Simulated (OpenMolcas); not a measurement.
## Excited-state calculation of C$_{2}$H$_{7}$NSi (part 1 of 2)

- system: C$_{2}$H$_{7}$NSi, SMILES C=N[SiH2]C
- method: CASSCF/ANO-XS-VDZ, DKH2 (OpenMolcas 26.06)

The geometry comes from this level: PBE0-D4/def2-TZVP.

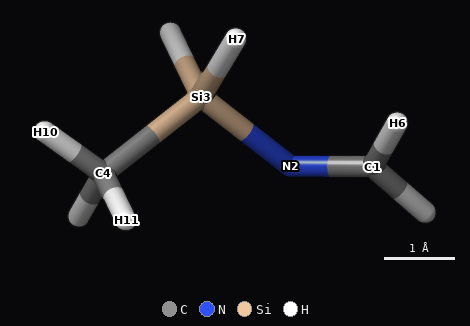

Figure 1. The structure (stick view, seen at a tilt; atoms are numbered from 1 in the order of the input). Bond lengths as drawn: C–H 1.09 to 1.10 Å, C–N 1.26 Å, C–Si 1.86 Å, H–Si 1.49 to 1.50 Å and N–Si 1.75 Å.

Input:
```
&GATEWAY
 BASISSET
 C.ANO-XS-VDZ....
 C1 -0.763200 2.027200 0.389900 angstrom
 C4 1.068600 -1.271000 -0.713200 angstrom
 End of Basis
 BASISSET
 N.ANO-XS-VDZ....
 N2 -0.749500 1.001600 -0.336400 angstrom
 End of Basis
 BASISSET
 Si.ANO-XS-VDZ....
 Si3 -0.379200 -0.602800 0.247400 angstrom
 End of Basis
 BASISSET
 H.ANO-XS-VDZ....
 H5 -0.997700 3.009000 -0.039500 angstrom
 H6 -0.550300 2.023600 1.471900 angstrom
 H7 -0.075100 -0.581600 1.713400 angstrom
 H8 -1.590400 -1.434700 0.023400 angstrom
 H9 0.849500 -1.270200 -1.783000 angstrom
 H10 1.292800 -2.296000 -0.407900 angstrom
 H11 1.959900 -0.662200 -0.545500 angstrom
 End of Basis
 FINITE

&SEWARD
 RELATIVISTIC=R02E00

&RASSCF
 FILEORB=$CurrDir/step2.RasOrb
 SPIN=1
 NACTEL=8 0 0
 INACTIVE=16
 RAS2=7
 CIROOT=3 3 1
 ORBLISTING=Nothing

&RASSI
 NROFJOBIPHS=1 all
```

Launched with:
```bash
export MOLCAS_MEM=1860
pymolcas step4.input > step4.log
```

The program's output:
```
--- Start Module: gateway ---

                                              &GATEWAY

                       available to each process: 1.9 GB of memory, 1 thread

++    Symmetry information:
      ---------------------

                    Character Table for C1

                             E
                    a        1  x, y, xy, Rz, z, xz, Ry, yz, Rx, I
--

++    Basis set information:
      ----------------------

      Basis set label: C.ANO-XS...3S2P.

      Electronic valence basis set:
      ------------------
      Associated Effective Charge   6.000000 au
      Associated Actual Charge      6.000000 au
      Nuclear Model: Finite nucleus - Gaussian distribution
        Gaussian exponent, Xi/bohr**(-2):  6.80775E+08

      Shell  nPrim  nBasis  Cartesian Spherical Contaminant
         s       8       3        X
         p       4       2        X

      Basis set label: N.ANO-XS...3S2P.

      Electronic valence basis set:
      ------------------
      Associated Effective Charge   7.000000 au
      Associated Actual Charge      7.000000 au
      Nuclear Model: Finite nucleus - Gaussian distribution
        Gaussian exponent, Xi/bohr**(-2):  6.28656E+08

      Shell  nPrim  nBasis  Cartesian Spherical Contaminant
         s       8       3        X
         p       4       2        X

      Basis set label: SI.ANO-XS...4S3P.

      Electronic valence basis set:
      ------------------
      Associated Effective Charge  14.000000 au
      Associated Actual Charge     14.000000 au
      Nuclear Model: Finite nucleus - Gaussian distribution
        Gaussian exponent, Xi/bohr**(-2):  4.34677E+08

      Shell  nPrim  nBasis  Cartesian Spherical Contaminant
         s      11       4        X
         p       7       3        X

      Basis set label: H.ANO-XS...2S.

      Electronic valence basis set:
      ------------------
      Associated Effective Charge   1.000000 au
      Associated Actual Charge      1.000000 au
      Nuclear Model: Finite nucleus - Gaussian distribution
        Gaussian exponent, Xi/bohr**(-2):  2.12482E+09

      Shell  nPrim  nBasis  Cartesian Spherical Contaminant
         s       4       2        X
--

++    Molecular structure info:
      -------------------------

                    ************************************************
                    **** Cartesian Coordinates / bohr, angstrom ****
                    ************************************************

     Center  Label                x              y              z                     x              y              z
        1      C1              -1.442239       3.830853       0.736804             -0.763200       2.027200       0.389900
        2      C4               2.019361      -2.401842      -1.347753              1.068600      -1.271000      -0.713200
        3      N2              -1.416350       1.892750      -0.635704             -0.749500       1.001600      -0.336400
        4      SI3             -0.716584      -1.139127       0.467518             -0.379200      -0.602800       0.247400
        5      H5              -1.885380       5.686186      -0.074644             -0.997700       3.009000      -0.039500
        6      H6              -1.039916       3.824050       2.781488             -0.550300       2.023600       1.471900
        7      H7              -0.141918      -1.099065       3.237857             -0.075100      -0.581600       1.713400
        8      H8              -3.005420      -2.711190       0.044220             -1.590400      -1.434700       0.023400
        9      H9               1.605322      -2.400330      -3.369382              0.849500      -1.270200      -1.783000
       10      H10              2.443038      -4.338811      -0.770819              1.292800      -2.296000      -0.407900
       11      H11              3.703674      -1.251377      -1.030846              1.959900      -0.662200      -0.545500

                    ***************************************
                    *    InterNuclear Distances / bohr    *
                    ***************************************

               1 C1            2 C4            3 N2            4 SI3           5 H5            6 H6
    1 C1       0.000000
    2 C4       7.427956        0.000000
    3 N2       2.375014        5.545687        0.000000
    4 SI3      5.029889        3.517820        3.301370        0.000000
    5 H5       2.072941        9.071053        3.863280        6.945856        0.000000
    6 H6       2.083900        8.072889        3.943199        5.485629        3.512812        0.000000
    7 H7       5.678925        5.234135        5.057628        2.829597        7.749319        5.025110
    8 H8       6.761770        5.223190        4.917693        2.808796        8.472576        7.352904
    9 H9       8.060771        2.063593        5.918955        4.658721        9.403831        9.141848
   10 H10      9.171244        2.064995        7.331131        4.664190       10.941683        9.559401
   11 H11      7.445406        2.064197        6.021322        4.668659        8.960001        7.924361

               7 H7            8 H8            9 H9           10 H10          11 H11
    7 H7       0.000000
    8 H8       4.582348        0.000000
    9 H9       6.957136        5.745281        0.000000
   10 H10      5.766059        5.744488        3.348433        0.000000
   11 H11      5.747487        6.949732        3.345434        3.345007        0.000000

                    *******************************************
                    *    InterNuclear Distances / angstrom    *
                    *******************************************

               1 C1            2 C4            3 N2            4 SI3           5 H5            6 H6
    1 C1       0.000000
    2 C4       3.930705        0.000000
    3 N2       1.256803        2.934651        0.000000
    4 SI3      2.661703        1.861550        1.747010        0.000000
    5 H5       1.096953        4.800195        2.044360        3.675589        0.000000
    6 H6       1.102753        4.271989        2.086651        2.902870        1.858900        0.000000
    7 H7       3.005157        2.769785        2.676381        1.497358        4.100763        2.659174
    8 H8       3.578175        2.763993        2.602331        1.486351        4.483494        3.890989
    9 H9       4.265576        1.092006        3.132176        2.465289        4.976293        4.837658
   10 H10      4.853213        1.092748        3.879467        2.468183        5.790089        5.058617
   11 H11      3.939939        1.092326        3.186346        2.470548        4.741428        4.193391

               7 H7            8 H8            9 H9           10 H10          11 H11
    7 H7       0.000000
    8 H8       2.424874        0.000000
    9 H9       3.681558        3.040272        0.000000
   10 H10      3.051267        3.039852        1.771914        0.000000
   11 H11      3.041439        3.677640        1.770327        1.770101        0.000000

                    **************************************
                    *    Valence Bond Angles / degree    *
                    **************************************
                          Atom centers                 Phi
                      3 N2       1 C1       5 H5       120.43
                      3 N2       1 C1       6 H6       124.21
                      5 H5       1 C1       6 H6       115.36
                      9 H9       2 C4      10 H10      108.39
                      9 H9       2 C4      11 H11      108.28
                     10 H10      2 C4      11 H11      108.21
                      7 H7       4 SI3      8 H8       108.72
--

            Nuclear Potential Energy            159.52287200 au

--- Stop Module: gateway /rc=_RC_ALL_IS_WELL_ ---

--- Start Module: seward ---

                                              &SEWARD

                       available to each process: 1.9 GB of memory, 1 thread

               SEWARD will generate:
                  Multipole Moment integrals up to order  2
                  Kinetic Energy integrals
                  Nuclear Attraction integrals (finite nuclei - Gaussian type)
                  One-Electron Hamiltonian integrals
                  Velocity integrals
                  Relativistic Douglas-Kroll-Hess integrals:
                    - Parametrization         : EXP
                    - DKH order of Hamiltonian: 2
                    - DKH order of Properties : 0
                         - multipole moment operators
                         - electric potential operators
                         - contact operators
                  Orbital angular momentum around ( -0.4281   0.1297  -0.0319 )
                  Velocity quadrupole around ( -0.4281   0.1297  -0.0319 )
                  Two-Electron Repulsion integrals

                   Integrals are discarded if absolute value <: 1.00E-14
                   Integral cutoff threshold is set to       <: 1.00E-16

            Nuclear Potential Energy            159.52287200 au

      Basis set specifications :
      Symmetry species         a
      Basis functions           54

--- Stop Module: seward /rc=_RC_ALL_IS_WELL_ ---
--- Module seward spent 3 seconds ---

--- Start Module: rasscf ---

                                              &RASSCF

                       available to each process: 1.9 GB of memory, 1 thread

      Header of the ONEINT file:
      --------------------------

      OrdInt status: non-squared

      Cartesian coordinates in angstrom:
      -----------------------------------------------------
      No.  Label        X            Y            Z
      -----------------------------------------------------
       1   C1        -0.76320000   2.02720000   0.38990000
       2   C4         1.06860000  -1.27100000  -0.71320000
       3   N2        -0.74950000   1.00160000  -0.33640000
       4   SI3       -0.37920000  -0.60280000   0.24740000
       5   H5        -0.99770000   3.00900000  -0.03950000
       6   H6        -0.55030000   2.02360000   1.47190000
       7   H7        -0.07510000  -0.58160000   1.71340000
       8   H8        -1.59040000  -1.43470000   0.02340000
       9   H9         0.84950000  -1.27020000  -1.78300000
      10   H10        1.29280000  -2.29600000  -0.40790000
      11   H11        1.95990000  -0.66220000  -0.54550000
      -----------------------------------------------------
      Nuclear repulsion energy =  159.52287200

++    Wave function specifications:
      -----------------------------

      Number of closed shell electrons          32
      Number of electrons in active shells       8
      Max number of holes in RAS1 space          0
      Max nr of electrons in RAS3 space          0
      Number of inactive orbitals               16
      Number of active orbitals                  7
      Number of secondary orbitals              31
      Spin quantum number                      0.0
      State symmetry                             1
--

++    Orbital specifications:
      -----------------------

      Symmetry species                           1
                                                 a
      Frozen orbitals                            0
      Inactive orbitals                         16
      Active orbitals                            7
      RAS1 orbitals                              0
      RAS2 orbitals                              7
      RAS3 orbitals                              0
      Secondary orbitals                        31
      Deleted orbitals                           0
      Number of basis functions                 54
--

++    CI expansion specifications:
      ----------------------------

      Number of CSFs                           490
      Number of spin combinations              630
      Number of determinants                  1225
      Number of root(s) required                 3
      Root chosen for geometry opt.              3
      CI roots used                              1     2     3
      weights                                0.333 0.333 0.333
      highest root included in the CI            3
      max. size of the explicit Hamiltonian    200
--

++    Optimization specifications:
      ----------------------------

      RASSCF algorithm: Conventional
      Maximum number of macro iterations       200
      Maximum number of SX iterations          100
      Threshold for RASSCF energy            1.000E-08
      Threshold for max MO rotation          1.000E-01
      Threshold for max BLB element          1.000E-04
      Level shift parameter                  5.000E-01
      Make Quasi-Newton update
--

      The MO-coefficients are taken from the file:
      step2.RasOrb
      Title: RASSCF average (pseudo-natural) orbitals

      Total molecular charge    0.00

      ************************************************************************************************************************
      *                                            Wave function control section                                             *
      ************************************************************************************************************************

                                         RASSCF iterations: Energy and convergence statistics
                                         ----------------------------------------------------

          iter iter root      energy       change     param      element    value   shift minimum  type update hh:mm:ss
 Nr of preliminary CI iterations:   4
        1   1    5    0  -423.62596412    0.00E+00   4.10E-04   17  45 1 -3.13E-05   0.25   0.00    SX    NO    0:00:00
        2   1    4    0  -423.62596415   -2.88E-08*  1.28E-04   22  35 1  1.16E-05   0.25   0.00    SX    NO    0:00:00
        3   1    4    0  -423.62596415   -6.41E-09   5.98E-05   22  35 1  7.14E-06   0.25   0.00    SX    NO    0:00:00
        4   5    5    0  -423.62596599   -1.83E-06*  2.20E-04   17  45 1  2.60E-05   0.25   0.00    SX    NO    0:00:00
        5   1    4    0  -423.62596600   -9.75E-09  -1.23E-04    9  54 1 -8.36E-06   0.25   1.48    QN   YES    0:00:00
      Convergence after  5 iterations
        6   3    4    0  -423.62596600   -4.50E-09  -1.23E-04   22  35 1 -4.94E-06   0.25   1.48    QN   YES    0:00:00

      ************************************************************************************************************************
                                                      Wave function printout:
                       occupation of active orbitals, and spin coupling of open shells (u,d: Spin up or down)
      ************************************************************************************************************************

      Note: transformation to natural orbitals
      has been made, which may change the order of the CSFs.

      printout of CI-coefficients larger than  0.05 for root  1
      energy=    -423.776913
      conf/sym  1111111     Coeff  Weight
             1  2222000   0.95419 0.91048
             4  222u0d0   0.05876 0.00345
            51  u222d00  -0.16692 0.02786
           145  2022002  -0.06837 0.00467
           171  0222200  -0.18970 0.03598

      printout of CI-coefficients larger than  0.05 for root  2
      energy=    -423.618429
      conf/sym  1111111     Coeff  Weight
             2  222ud00   0.96428 0.92984
            40  2u2du0d   0.08557 0.00732
            52  u22d200   0.20436 0.04176
           146  202ud02  -0.07411 0.00549
           151  ud22200   0.06660 0.00444

      printout of CI-coefficients larger than  0.05 for root  3
      energy=    -423.482556
      conf/sym  1111111     Coeff  Weight
             1  2222000  -0.05603 0.00314
             4  222u0d0   0.96192 0.92530
            17  22ud020  -0.07295 0.00532
            45  2u2u0dd  -0.05611 0.00315
            54  u22dud0   0.06398 0.00409
            55  u22udd0   0.05696 0.00324
           148  202u0d2  -0.07140 0.00510
           173  022u2d0   0.17255 0.02977
           221  uu22dd0  -0.05364 0.00288

      Natural orbitals and occupation numbers for root  1
      sym 1:   1.909765   1.980423   1.994535   1.991545   0.093160   0.007565   0.023006

      Natural orbitals and occupation numbers for root  2
      sym 1:   1.992926   1.971494   1.995497   1.000226   1.010236   0.004926   0.024696

      Natural orbitals and occupation numbers for root  3
      sym 1:   1.919551   1.975469   1.997326   1.110379   0.083033   0.892672   0.021571

      ************************************************************************************************************************
      *                                                    Final results                                                     *
      ************************************************************************************************************************

++    Final optimization conditions:
      ------------------------------
```
